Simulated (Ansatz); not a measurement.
# Pressure series in TaAs

The parent structure is TaAs (space group I4_1md, No. 109; a = 3.4288 Å, c = 11.5815 Å).

Cell and atoms are relaxed at each pressure.

Calculations: PBEsol/PAW in Ansatz (a quantum-chemistry and plane-wave program), spin-orbit coupling left out.

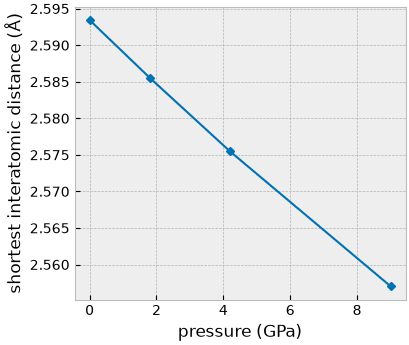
Fig. 1. Shortest interatomic distance against pressure

```csv
pressure (GPa),shortest interatomic distance
1.8,2.586 Å
4.2,2.575 Å
9,2.557 Å
```

Load acts through the strain it causes; cell and atoms are relaxed under it. No phonon test of stability was made. No other phases were tried under pressure. The final runs are not spin-polarised.
